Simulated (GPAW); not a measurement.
Band structure of Sc (P6_3/mmc, 2 atoms in the cell).

```
CELL_PARAMETERS angstrom
      1.65500    -2.86654     0.00000
      1.65500     2.86654     0.00000
      0.00000     0.00000     5.27000
ATOMIC_POSITIONS crystal
  Sc 0.33333 0.66667 0.25000
  Sc 0.66667 0.33333 0.75000
```

Computed with PBE, GPAW PAW datasets PBE (gpaw-data 1.0.1) (plane waves; GPAW).

Settings: mode = pw; ecut = 850 eV; xc = PBE; kpts = 11 11 6; mesh shift (steps) = 0 0 0; occupations.name = fermi-dirac; occupations.width = 0.1 eV; nbands = -8; convergence.density = 1e-05 e/electron; symmetry.symmorphic = false; symmetry.tolerance = 0.0005; maxiter = 120; bandpath_npoints = 40.

The starting cell has typed, rounded lattice constants, without a prior relaxation at this level.

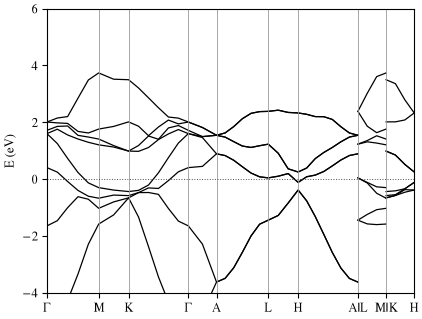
Bands along the path, energies from the Fermi level.

Levels in eV from the Fermi level, bands 7 to 14:
```csv
point,7,8,9,10,11,12,13,14
Γ,-27.90,-27.88,-5.11,-1.65,0.40,1.60,1.60,1.71
M,-27.98,-27.94,-1.59,-1.03,-0.68,-0.30,1.20,1.41
K,-28.04,-28.04,-0.66,-0.66,-0.58,-0.44,0.98,0.98
A,-27.92,-27.92,-3.63,-3.63,0.89,0.89,1.54,1.54
L,-27.98,-27.98,-1.45,-1.45,0.04,0.04,1.23,1.23
H,-27.95,-27.95,-0.39,-0.39,-0.12,-0.12,0.25,0.25
```

Bands cross the Fermi level along this path, so the cell is metallic at this level.
